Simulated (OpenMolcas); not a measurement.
Run report: C2H5S, excited-state calculation (part 2 of 2)

Continued. System: C2H5S, multiplicity 2. Method: MC-PDFT (tLSDA)/6-31G* (OpenMolcas 26.06). The geometry comes from this level: GFN2-xTB.

Geometry of the input (Å):
```
C  -0.5363  0.8151  -0.3744
C  0.0008  -0.5040  0.0267
S  1.2909  -0.5602  1.1781
H  -1.5845  0.7206  -0.6593
H  -0.0025  1.2354  -1.2358
H  -0.4538  1.5243  0.4467
H  -0.0810  -1.3410  -0.6431
H  1.3664  -1.8901  1.2612
```

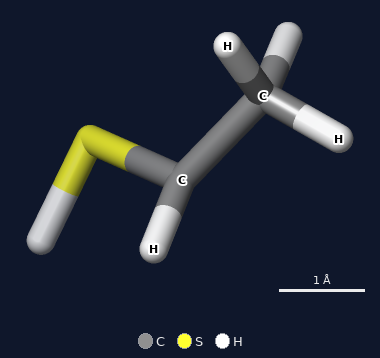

The structure as given in the input (stick view, seen at a tilt).

**What the program printed, continued**
```
      Average CI energy                            -475.97307521
      RASSCF energy for state  3                   -475.86691438
      Super-CI energy                                -0.00000000
      RASSCF energy change                           -0.00000000
      Max change in MO coefficients               5.014E-06
      Max non-diagonal density matrix element     1.923E-06
      Maximum BLB matrix element                 -3.307E-06
      (orbital pair  15,  19 in symmetry   1)
      Norm of electronic gradient            1.166E-01
--

      Final state energy(ies):
      ------------------------

::    RASSCF root number  1 Total energy:   -476.10101335
::    RASSCF root number  2 Total energy:   -475.95129790
::    RASSCF root number  3 Total energy:   -475.86691438
      Von Neumann Entropy (Root   1) =  0.51518

      Mulliken population analysis for root number:  1
      -----------------------------------------------

++    Molecular charges:
      ------------------

      Mulliken charges per centre
      ---------------------------

                C1      C2      S3      H4      H5      H6      H7      H8
      Total    6.4921  6.3499 16.0466  0.8193  0.8233  0.8112  0.7919  0.8657

      N-E     -0.4921 -0.3499 -0.0466  0.1807  0.1767  0.1888  0.2081  0.1343

      Total electronic charge=   33.000000

      Total            charge=   -0.000000
--

      Expectation values of various properties for root number:  1
      -----------------------------------------------------------

++    Molecular properties:
      ---------------------

      Charge (e):
                      =   -0.0000
      Dipole Moment (debye):
      Origin of the operator (angstrom)=    0.5587   -0.2283    0.5353
                   X= -5.6294E-01               Y= -7.3187E-01               Z= -9.4310E-01           Total=  1.3198E+00
      Quadrupole Moment (debye*angstrom):
      Origin of the operator (angstrom)=    0.5587   -0.2283    0.5353
                  XX= -2.7905E+01              XY= -1.5400E+00              XZ=  1.3588E+00              YY= -2.3559E+01
                  YZ= -6.9029E-01              ZZ= -2.7423E+01
      In traceless form (debye*angstrom)
                  XX= -2.4142E+00              XY= -2.3100E+00              XZ=  2.0381E+00              YY=  4.1047E+00
                  YZ= -1.0354E+00              ZZ= -1.6905E+00
--

      Mulliken spin population analysis for root number:  1
      ---------------------------------------------------

++    Molecular charges:
      ------------------

      Mulliken spin population per centre
      ---------------------------

                C1      C2      S3      H4      H5      H6      H7      H8
      Total    0.0019  0.8566  0.1053  0.0075  0.0219  0.0018  0.0020  0.0030

      Total electronic spin=    1.000000
--

      Von Neumann Entropy (Root   2) =  0.95539

      Mulliken population analysis for root number:  2
      -----------------------------------------------

++    Molecular charges:
      ------------------

      Mulliken charges per centre
      ---------------------------

                C1      C2      S3      H4      H5      H6      H7      H8
      Total    6.4944  6.1793 15.9133  0.8198  0.8164  0.8183  0.8190  1.1395

      N-E     -0.4944 -0.1793  0.0867  0.1802  0.1836  0.1817  0.1810 -0.1395

      Total electronic charge=   33.000000

      Total            charge=   -0.000000
--

      Expectation values of various properties for root number:  2
      -----------------------------------------------------------

++    Molecular properties:
      ---------------------

      Charge (e):
                      =   -0.0000
      Dipole Moment (debye):
      Origin of the operator (angstrom)=    0.5587   -0.2283    0.5353
                   X= -1.7773E+00               Y= -1.8419E-04               Z= -1.8372E+00           Total=  2.5562E+00
      Quadrupole Moment (debye*angstrom):
      Origin of the operator (angstrom)=    0.5587   -0.2283    0.5353
                  XX= -2.7891E+01              XY= -4.0512E-01              XZ= -7.2104E-01              YY= -2.9193E+01
                  YZ=  1.4844E-02              ZZ= -2.7698E+01
      In traceless form (debye*angstrom)
                  XX=  5.5441E-01              XY= -6.0769E-01              XZ= -1.0816E+00              YY= -1.3979E+00
                  YZ=  2.2265E-02              ZZ=  8.4345E-01
--

      Mulliken spin population analysis for root number:  2
      ---------------------------------------------------

++    Molecular charges:
      ------------------

      Mulliken spin population per centre
      ---------------------------

                C1      C2      S3      H4      H5      H6      H7      H8
      Total    0.0037 -0.0140  0.6949  0.0024 -0.0014  0.0081  0.0316  0.2747

      Total electronic spin=    1.000000
--

      Von Neumann Entropy (Root   3) =  1.19575

      Mulliken population analysis for root number:  3
      -----------------------------------------------

++    Molecular charges:
      ------------------

      Mulliken charges per centre
      ---------------------------

                C1      C2      S3      H4      H5      H6      H7      H8
      Total    6.4973  6.5195 15.6308  0.8256  0.8267  0.8190  0.8133  1.0679

      N-E     -0.4973 -0.5195  0.3692  0.1744  0.1733  0.1810  0.1867 -0.0679

      Total electronic charge=   33.000000

      Total            charge=   -0.000000
--

      Expectation values of various properties for root number:  3
      -----------------------------------------------------------

++    Molecular properties:
      ---------------------

      Charge (e):
                      =   -0.0000
      Dipole Moment (debye):
      Origin of the operator (angstrom)=    0.5587   -0.2283    0.5353
                   X=  2.9943E-01               Y= -2.7712E-01               Z= -8.6900E-02           Total=  4.1714E-01
      Quadrupole Moment (debye*angstrom):
      Origin of the operator (angstrom)=    0.5587   -0.2283    0.5353
                  XX= -2.9285E+01              XY= -9.6732E-01              XZ= -8.2586E-01              YY= -2.7859E+01
                  YZ= -3.3954E-01              ZZ= -2.7034E+01
      In traceless form (debye*angstrom)
                  XX= -1.8385E+00              XY= -1.4510E+00              XZ= -1.2388E+00              YY=  3.0045E-01
                  YZ= -5.0930E-01              ZZ=  1.5381E+00
--

      Mulliken spin population analysis for root number:  3
      ---------------------------------------------------

++    Molecular charges:
      ------------------

      Mulliken spin population per centre
      ---------------------------

                C1      C2      S3      H4      H5      H6      H7      H8
      Total   -0.0008  0.5454  0.5077  0.0027  0.0140 -0.0016 -0.0050 -0.0623

      Total electronic spin=    1.000000
--

      Average orbitals are written to the RASORB file
      Natural orbitals for root   1 are written to the RASORB.1 file
      Natural orbitals for root   2 are written to the RASORB.2 file
      Natural orbitals for root   3 are written to the RASORB.3 file
      Spin density orbitals for root   1 are written to the SPDORB.1 file
      Spin density orbitals for root   2 are written to the SPDORB.2 file
      Spin density orbitals for root   3 are written to the SPDORB.3 file

--- Stop Module: rasscf /rc=_RC_ALL_IS_WELL_ ---
           step8.SpdOrb.1 step8.SpdOrb.2 step8.SpdOrb.3 xmldump
--- Module rasscf spent 1 second ---

--- Start Module: mcpdft ---

                                              &MCPDFT

                       available to each process: 1.9 GB of memory, 1 thread

 ###############################################################################
 ###    WARNING: Deprecation warning: KSDF should be replaced                ###
 ###    with FUNC keyword                                                    ###
 ###############################################################################

++    Wave function specifications:
      -----------------------------

      Number of closed shell electrons          30
      Number of electrons in active shells       3
      Max number of holes in RAS1 space          0
      Max nr of electrons in RAS3 space          0
      Number of inactive orbitals               15
      Number of active orbitals                  3
      Number of secondary orbitals              41
      Spin quantum number                      0.5
      State symmetry                             1
      Number of CSFs                             8
      Number of RASSCF root(s) available         3
--

++    Orbital specifications:
      -----------------------

      Symmetry species                           1
                                                 a
      Frozen orbitals                            0
      Inactive orbitals                         15
      Active orbitals                            3
      RAS1 orbitals                              0
      RAS2 orbitals                              3
      RAS3 orbitals                              0
      Secondary orbitals                        41
      Deleted orbitals                           0
      Number of basis functions                 59
--

++    MCPDFT specifications:
      ----------------------

      Cholesky decomposition                     On
      Type of calculation                        MC-PDFT
      On-Top Functional                          T:LSDA
      Exchange scaling factor                    1.00
      Correlation scaling factor                 1.00
      Wave function energy weight                0.00
--

      Numerical integration parameters
      --------------------------------
      Radial quadrature type:                         MHL
      Size of radial grid:                            75
      Lebedev angular grid:                           29
      Angular grid pruned with the crowding factor:  3.00E+00
                                 and fading factor:  6.00E+00
      Screening threshold for integral computation:   1.00E-11
      Radial quadrature accuracy:                     1.00E-25
      Maximum batch size:                             128
      AO values are stored on disk

++    DFT functional specifications:
      ------------------------------
      Using Libxc version: 6.2.2
      Please cite the following reference:
      S. Lehtola, C. Steigemann, M. J.T. Oliveira, and M. A.L. Marques.,  SoftwareX 7, 1–5 (2018) doi:10.1016/j.softx.2017.11.002

      * Slater exchange
        - P. A. M. Dirac.,  Math. Proc. Cambridge Philos. Soc. 26, 376 (1930) doi:10.1017/S0305004100016108
        - F. Bloch.,  Z. Phys. 57, 545 (1929) doi:10.1007/BF01340281
      * Vosko, Wilk & Nusair (VWN5_RPA)
--
   File JOBOLD not found -- use JOBIPH.
      The MO-coefficients are taken from the file:
      JOBIPH
 Reference MC-SCF energies taken from JOBIPH

++    MC-PDFT RESULTS, STATE 0001
      ---------------------------

      MCSCF reference energy                                             -476.10101335

      Integrated total density:                                                 33.000
      Integrated alpha density before functional transformation:                17.000
      Integrated  beta density before functional transformation:                16.000
      Integrated alpha density  after functional transformation:                17.057
      Integrated  beta density  after functional transformation:                15.943
      Integrated alpha tau     before functional transformation:                 0.000
      Integrated  beta tau     before functional transformation:                 0.000
      Integrated alpha tau      after functional transformation:                 0.000
      Integrated  beta tau      after functional transformation:                 0.000
      NOTE:
      Densities after transformation are intermediate quantities
      and should not be interpreted as real spin densities

      Exchange energy scaling factor                                          1.000000
      Correlation energy scaling factor                                       1.000000

      Integrated alpha exchange energy                                      -17.247611
      Integrated beta  exchange energy                                      -16.753305
      Integrated  correlation   energy                                       -2.932526

      Nuclear Repulsion energy                                            100.28152996
      CASSCF contribution energy                                         -438.87985824
      On-top energy                                                       -36.93344099

      Total MCPDFT energy for state   1                                  -475.81329923
--

++    MC-PDFT RESULTS, STATE 0002
      ---------------------------

      MCSCF reference energy                                             -475.95129790

      Integrated total density:                                                 33.000
      Integrated alpha density before functional transformation:                17.000
      Integrated  beta density before functional transformation:                16.000
      Integrated alpha density  after functional transformation:                17.521
      Integrated  beta density  after functional transformation:                15.479
      Integrated alpha tau     before functional transformation:                 0.000
      Integrated  beta tau     before functional transformation:                 0.000
      Integrated alpha tau      after functional transformation:                 0.000
      Integrated  beta tau      after functional transformation:                 0.000
      NOTE:
      Densities after transformation are intermediate quantities
      and should not be interpreted as real spin densities

      Exchange energy scaling factor                                          1.000000
      Correlation energy scaling factor                                       1.000000

      Integrated alpha exchange energy                                      -17.383663
      Integrated beta  exchange energy                                      -16.542461
      Integrated  correlation   energy                                       -2.922232

      Nuclear Repulsion energy                                            100.28152996
      CASSCF contribution energy                                         -438.82055082
      On-top energy                                                       -36.84835649

      Total MCPDFT energy for state   2                                  -475.66890731
--

++    MC-PDFT RESULTS, STATE 0003
      ---------------------------

      MCSCF reference energy                                             -475.86691438

      Integrated total density:                                                 33.000
      Integrated alpha density before functional transformation:                17.000
      Integrated  beta density before functional transformation:                16.000
      Integrated alpha density  after functional transformation:                17.316
      Integrated  beta density  after functional transformation:                15.684
      Integrated alpha tau     before functional transformation:                 0.000
      Integrated  beta tau     before functional transformation:                 0.000
      Integrated alpha tau      after functional transformation:                 0.000
      Integrated  beta tau      after functional transformation:                 0.000
      NOTE:
      Densities after transformation are intermediate quantities
      and should not be interpreted as real spin densities

      Exchange energy scaling factor                                          1.000000
      Correlation energy scaling factor                                       1.000000

      Integrated alpha exchange energy                                      -17.320718
      Integrated beta  exchange energy                                      -16.630969
      Integrated  correlation   energy                                       -2.925979

      Nuclear Repulsion energy                                            100.28152996
      CASSCF contribution energy                                         -438.71324370
      On-top energy                                                       -36.87766605

      Total MCPDFT energy for state   3                                  -475.59090976
--

::    MCPDFT root number  1 Total energy:   -475.81329923
::    MCPDFT root number  2 Total energy:   -475.66890731
::    MCPDFT root number  3 Total energy:   -475.59090976

--- Stop Module: mcpdft /rc=_RC_ALL_IS_WELL_ ---
--- Module mcpdft spent 1 second ---

.##################.
.# Happy landing! #.
.##################.

    Timing: Wall=4.20 User=3.60 System=0.51
```

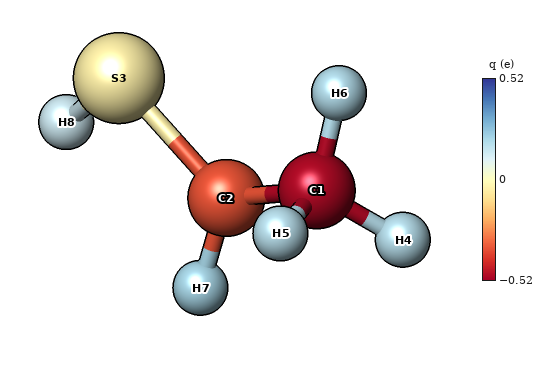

Mulliken charges, as the colour of each atom (ball-and-stick view, seen at a tilt; atoms are numbered from 1 in the order of the input). By element: C −0.49 to −0.35, S −0.05 and H +0.13 to +0.21 e.
